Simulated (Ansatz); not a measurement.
# CH6ClNSn: the cost of one run

All numbers are computed with Ansatz 0.2.0, driven from Python. Level of theory: PBE+D4/def2-TZVP.

**1. The system**

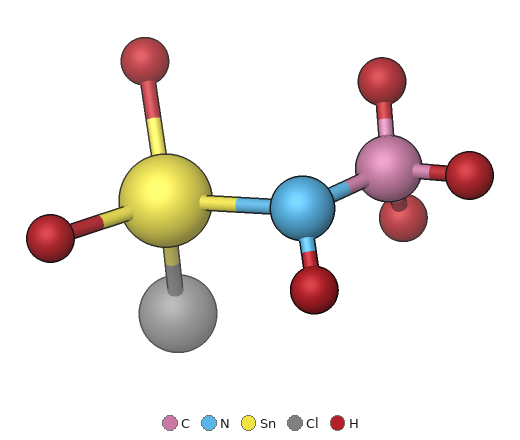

The structure that the script starts from, seen from a chosen angle (carbon pink, nitrogen blue, tin yellow, chlorine grey, hydrogen red).

No structure file is read: the coordinates are typed or built in the script.

**2. The code**

ch6clnsn.py

```python
'''Gap between spin states of CH6ClNSn at one geometry.'''

import ansatz as az

GEOMETRY = '''
C    -0.85960    1.07580    0.04260
N     0.36360    0.74100   -0.56670
Sn    0.93510   -1.05740    0.23350
Cl   -0.52250   -2.71910   -0.31010
H    -1.24840    2.07470   -0.42470
H    -0.78860    1.27490    1.12490
H    -1.65190    0.34600   -0.16260
H     0.24420    0.59380   -1.59190
H     1.07190   -0.88890    2.03050
H     2.53920   -1.49190   -0.37250
'''


def main() -> None:
    ch6clnsn = az.Crystal.molecule()
    for line in GEOMETRY.strip().splitlines():
        symbol, *xyz = line.split()
        ch6clnsn = ch6clnsn.atom(symbol, [float(v) for v in xyz])

    base = (
        ch6clnsn.calculation()
        .basis(gaussian='def2-TZVP')
        .functional('pbe', dispersion='d4')
    )
    found = {}
    for unpaired in [0, 2]:
        rep = base.spin('collinear', total=unpaired).run(threads=1, backend='cpu').report
        s = unpaired / 2
        found[unpaired] = rep['free_energy_ev']
        print(f'2S+1 = {unpaired + 1}: E = {found[unpaired]:.5f} eV, <S^2> = {abs(rep["mean_field"]["state"]["spin_squared"]):.3f} (pure state {s * (s + 1):.2f})')
    lowest = min(found, key=found.get)
    for unpaired, e in found.items():
        print(f'multiplicity {unpaired + 1}: {23.060548 * (e - found[lowest]):.1f} kcal/mol above the lowest')


if __name__ == '__main__':
    main()
```

**3. The calls as engine input**

The package turns the script's settings into the engine's input (first run):

```yaml
crystal:
  periodic: [false, false, false]
  atoms:
    - { symbol: C, position_ang: [-0.8596, 1.0758, 0.0426] }
    - { symbol: "N", position_ang: [0.3636, 0.741, -0.5667] }
    - { symbol: Sn, position_ang: [0.9351, -1.0574, 0.2335] }
    - { symbol: Cl, position_ang: [-0.5225, -2.7191, -0.3101] }
    - { symbol: H, position_ang: [-1.2484, 2.0747, -0.4247] }
    - { symbol: H, position_ang: [-0.7886, 1.2749, 1.1249] }
    - { symbol: H, position_ang: [-1.6519, 0.346, -0.1626] }
    - { symbol: H, position_ang: [0.2442, 0.5938, -1.5919] }
    - { symbol: H, position_ang: [1.0719, -0.8889, 2.0305] }
    - { symbol: H, position_ang: [2.5392, -1.4919, -0.3725] }
basis:
  gaussian:
    orbitals: def2-TZVP
hamiltonian:
  xc: pbe
  dispersion: d4
magnetization:
  spin_polarized: true
  initial_magnetization: 0.0
```

**4. Running it**

Launch:

```console
python ch6clnsn.py
```

What time and memory should one allow on 1 thread of Arm Neoverse V1, shared host?

About 51 s, with a peak of 0.44 GiB.
